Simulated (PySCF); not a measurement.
CH₂BF₃ (charge −1, doublet)

```json
{"atom": "B", "x (Å)": "0.9662", "y (Å)": "-0.1898", "z (Å)": "-0.1046"}
{"atom": "C", "x (Å)": "-0.4620", "y (Å)": "0.1577", "z (Å)": "-0.2707"}
{"atom": "F", "x (Å)": "-1.3863", "y (Å)": "-0.6509", "z (Å)": "-0.8479"}
{"atom": "F", "x (Å)": "-0.9321", "y (Å)": "1.4221", "z (Å)": "-0.4171"}
{"atom": "F", "x (Å)": "-1.2185", "y (Å)": "-0.0746", "z (Å)": "1.6400"}
{"atom": "H", "x (Å)": "1.3025", "y (Å)": "-1.3124", "z (Å)": "-0.2180"}
{"atom": "H", "x (Å)": "1.7335", "y (Å)": "0.6528", "z (Å)": "0.1912"}
```

Geometry: GFN2-xTB; at this geometry the atoms fall into two loosely joined parts.

These are results of PySCF, UKS B3LYP, pcH-1 on B C F H, non-relativistic, mean-field spin-orbit, GIAO, not measurements.

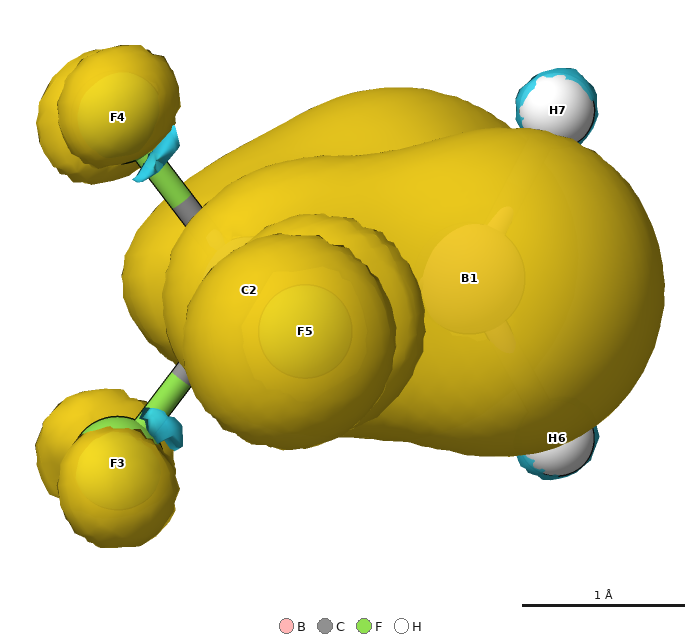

Figure 1. Isosurfaces of the spin density (α minus β) at +0.015 (yellow) and −0.015 e/Å³ (cyan), seen at a tilt.

Describe the spin distribution.

The unpaired spin (1 electron) lies mostly on B1 (about 0.4), C2 (about 0.3) and F5 (about 0.2), in electrons by Hirshfeld's partition.

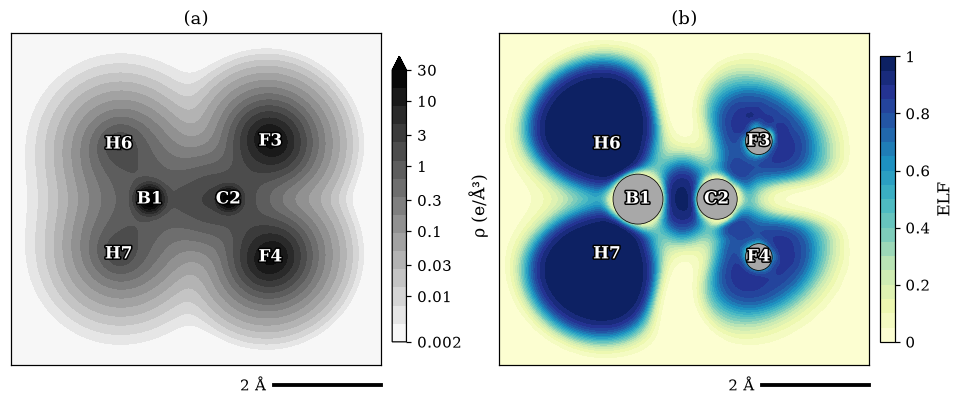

Figure 2. (a) total electron density; (b) electron localisation function on the plane of atoms H6, B1 and H7. Grey discs cover the atomic cores in the ELF map.

What do the fields say about this system?

Atoms in the plane: B, C, F and H. C–F (1.36 Å): the density is about 2.2 e/Å³ at the midpoint, with its minimum of 1.7 e/Å³ about 0.5 Å from C; the ELF peaks at about 0.85 between the atoms; a shared but strongly polarised pair. C–B (1.48 Å): the density is about 1.6 e/Å³ at the midpoint; the ELF peaks at about 0.95 between the atoms (localised, covalent bonding). B–H (1.18 Å): ρ at the midpoint is about 1.2 e/Å³; the ELF climbs to about 1 towards the hydrogen, as it does in any bond to H; an ordinary covalent bond to hydrogen. The ELF also peaks beside F4 and F3, away from the bonds: non-bonding electrons, paired or unpaired.

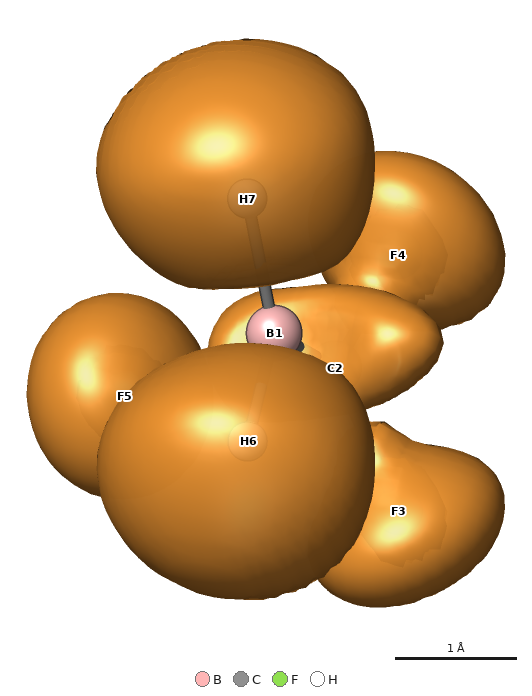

Figure 3. Isosurface of the electron localisation function at 0.75 (orange), seen at an oblique angle. Only the valence region is drawn (cores and ρ < 0.01 e/Å³ removed).

Describe the localisation domains.

The surface consists of one region between bonded B–C atoms (shared pairs), two regions around hydrogen nuclei, two regions on F in which the atom's valence shell and bonds are merged and one region wrapped around F (its valence shell).
